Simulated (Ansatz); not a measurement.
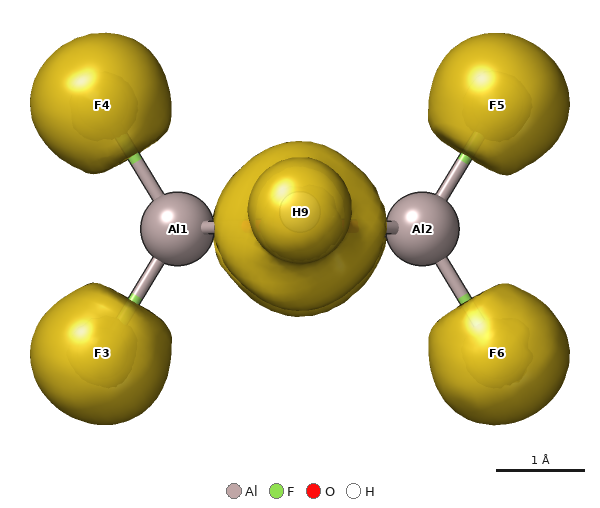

The picture shows: Al2F4H2O2. Isosurface of the electron localisation function at 0.75 (yellow), seen from one side. Only the valence region is drawn (cores and ρ < 0.01 e/Å³ removed).

Geometry: PBE0-D4/def2-SVP.

Theory: Ansatz, isolated molecule in a Gaussian basis; Kohn-Sham density functional theory, functional PBE0.

Input file:

```
crystal:
  periodic: [false, false, false]
  atoms:
    - {symbol: Al, position_ang: [0.741667, -1.090502, 0.456827]}
    - {symbol: Al, position_ang: [-0.741926, 1.090416, -0.456606]}
    - {symbol: F, position_ang: [2.293418, -1.348988, -0.063368]}
    - {symbol: F, position_ang: [0.100754, -2.170747, 1.537397]}
    - {symbol: F, position_ang: [-2.293746, 1.349297, 0.063167]}
    - {symbol: F, position_ang: [-0.100570, 2.170295, -1.537290]}
    - {symbol: O, position_ang: [0.399050, 0.652201, 0.909094]}
    - {symbol: O, position_ang: [-0.399532, -0.652390, -0.908751]}
    - {symbol: H, position_ang: [0.652395, 1.151318, 1.689178]}
    - {symbol: H, position_ang: [-0.651510, -1.150911, -1.689650]}
basis:
  gaussian:
    orbitals: def2-SVPD
hamiltonian:
  xc: {name: PBE0}
output: {forces: true, orbitals: {seedname: orbitals}}
```

Launched as:

```sh
ansatz run input.yaml --threads 2 --pin off --max-ram 6090MiB --events-out events.jsonl --progress --plain --runs-dir runs
```

> Where are the electrons localised?

The surface consists of four regions wrapped around F (the valence shell of each) and two joined regions spread over several atoms (H, O), in which their bonds and any lone pairs are merged. Along the contacts the grid gives the following. Al–F (1.66 Å): the ELF peaks at about 0.85 in the valence shell of F, 0.6 Å from its nucleus, and is about 0.25 at the midpoint. Al–O (1.83 Å): the ELF peaks at about 0.90 in the valence shell of O, 0.6 Å from its nucleus, and is about 0.45 at the midpoint.
